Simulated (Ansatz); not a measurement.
## Electronic structure of C$_{6}$H$_{15}$ClSi (SMILES CC[Si](Cl)(CC)CC) in real space

The calculation's input:

```
crystal:
  periodic: [false, false, false]
  atoms:
    - {symbol: C, position_ang: [0.788969, -1.097359, -2.594681]}
    - {symbol: C, position_ang: [0.031890, 0.044188, -1.923850]}
    - {symbol: Si, position_ang: [-0.530826, -0.309525, -0.175232]}
    - {symbol: Cl, position_ang: [-1.870911, -1.902539, -0.256747]}
    - {symbol: C, position_ang: [-1.443151, 1.159030, 0.539182]}
    - {symbol: C, position_ang: [-1.946761, 0.966428, 1.965927]}
    - {symbol: C, position_ang: [0.885209, -0.855378, 0.919395]}
    - {symbol: C, position_ang: [1.968430, 0.208680, 1.082482]}
    - {symbol: H, position_ang: [1.070526, -0.844875, -3.619931]}
    - {symbol: H, position_ang: [1.707740, -1.341015, -2.054818]}
    - {symbol: H, position_ang: [0.181899, -2.004881, -2.631750]}
    - {symbol: H, position_ang: [-0.854974, 0.310867, -2.509254]}
    - {symbol: H, position_ang: [0.651854, 0.949011, -1.892398]}
    - {symbol: H, position_ang: [-2.277277, 1.389161, -0.132860]}
    - {symbol: H, position_ang: [-0.768589, 2.022749, 0.484116]}
    - {symbol: H, position_ang: [-2.491802, 1.844325, 2.321442]}
    - {symbol: H, position_ang: [-2.619800, 0.108586, 2.033934]}
    - {symbol: H, position_ang: [-1.122339, 0.790554, 2.661884]}
    - {symbol: H, position_ang: [1.307598, -1.773528, 0.498059]}
    - {symbol: H, position_ang: [0.473736, -1.138695, 1.893748]}
    - {symbol: H, position_ang: [1.570915, 1.124190, 1.529174]}
    - {symbol: H, position_ang: [2.779737, -0.139807, 1.726363]}
    - {symbol: H, position_ang: [2.412528, 0.482933, 0.121614]}
basis:
  gaussian: {orbitals: def2-TZVPP}
hamiltonian: {xc: pbe0, dispersion: d4}
output: {orbitals: {seedname: orbitals}}
```

Command:

```sh
ansatz run in.yaml --threads 4 --pin off --events-out ev --progress --plain --max-ram 66560MiB --backend cuda --devices 0, --max-vram 37GiB
```

Geometry: PBE0-D4/def2-TZVP.

Computed with RKS PBE0-D4/def2-TZVPP (Ansatz).

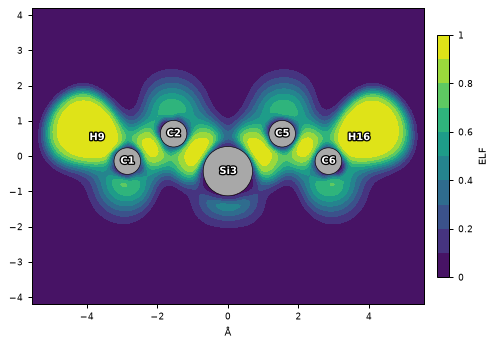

Figure 1. Electron localisation function on the plane of atoms C2, C1 and H9. Grey discs cover the atomic cores.

Interpret the plot.

The section cuts through C, Si and H sites. C–C (1.53 Å): the ELF peaks at about 0.95 between the atoms: a shared electron pair. C–Si (1.87 Å): the ELF peaks at about 0.95 between the atoms: a shared electron pair. C–H (1.09 Å): the ELF climbs to about 1 towards the hydrogen, as it does in any bond to H (an ordinary covalent bond to hydrogen).

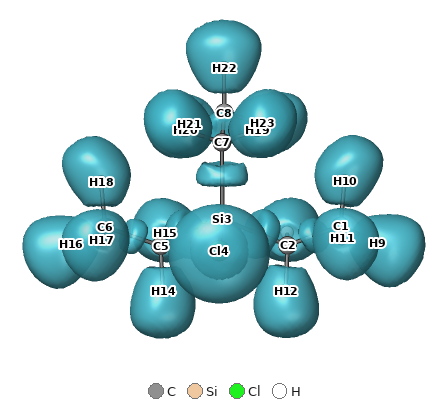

Figure 2. Isosurface of the ELF at 0.8 (cyan), seen at a tilt. Core shells and regions of very low density are left out.

Where are the electrons localised?

At this value the surface marks out three regions between bonded C–C atoms (shared pairs), three regions between bonded C–Si atoms (shared pairs), 15 regions around hydrogen nuclei and one region on Cl in which the atom's valence shell and bonds are merged.

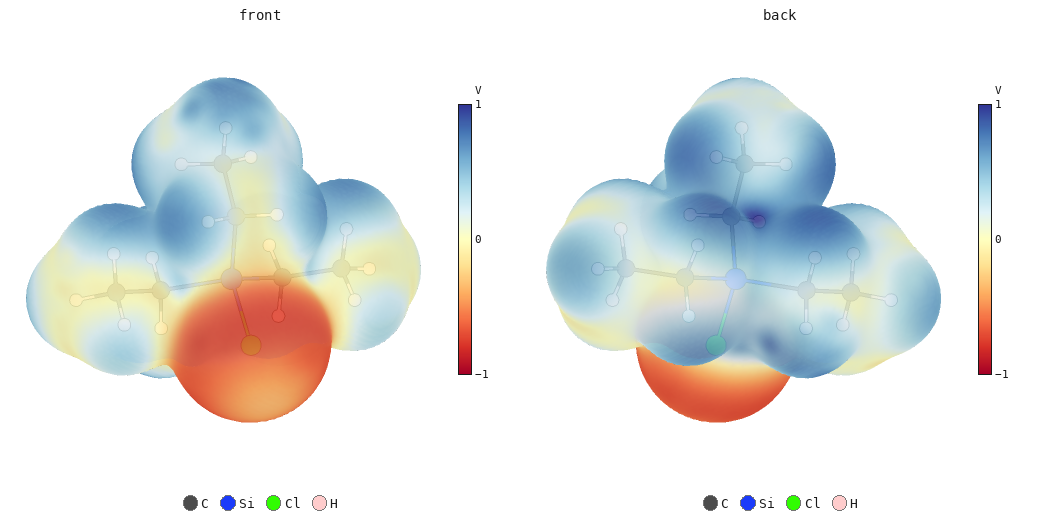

Figure 3. The molecular electrostatic potential painted on the density surface at 0.002 e/bohr³, seen from the front and from behind; the colour scale runs from red (negative) to blue (positive).

Describe the electrostatic potential map.

The most negative region (about −0.7 V, or −16 kcal/mol for a unit charge) lies over Cl4, the most positive (about +0.8 V, or +18 kcal/mol for a unit charge) over the C, H and Si atoms.
